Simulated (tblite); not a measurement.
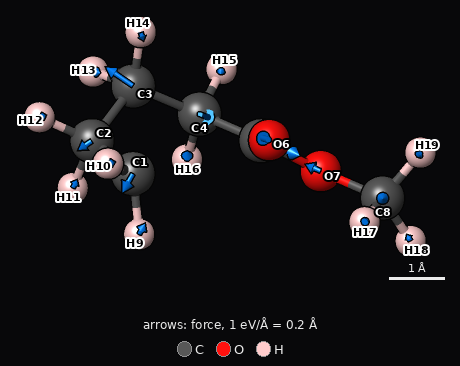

Starting geometry of C$_{6}$H$_{11}$O$_{2}$ (multiplicity 2) with the computed forces as blue arrows. The picture is a ball-and-stick view, seen from a free direction.

Level of theory: GFN2-xTB geometry optimisation, gas phase in tblite 0.8.0. 

> What follows when this structure is relaxed?

It isn't relaxed: the largest force vector, on a C atom, is 5.69 eV/Å. The final displacements have little in common with the starting forces (cosine between the two patterns 0.12). The atom that moves furthest after the best rigid fit is an H atom (1.43 Å). By element the largest moves are H 1.43 Å, O 1.11 Å, C 0.75 Å. Some distances before and after: C–C 1.441 → 1.515 Å, C–O 1.418 → 1.350 Å, C–H 1.157 → 1.090 Å, C–C 1.459 → 1.526 Å. Among the angles between lasting bonds that change: C–C–H 109.4° → 121.0°, C–C–C 121.5° → 110.0°, H–C–H 100.5° → 109.2°. Groups turn about C–C by about 50°, C–O by about 40°. After 286 geometry steps the energy has fallen by 29.4 kcal/mol.
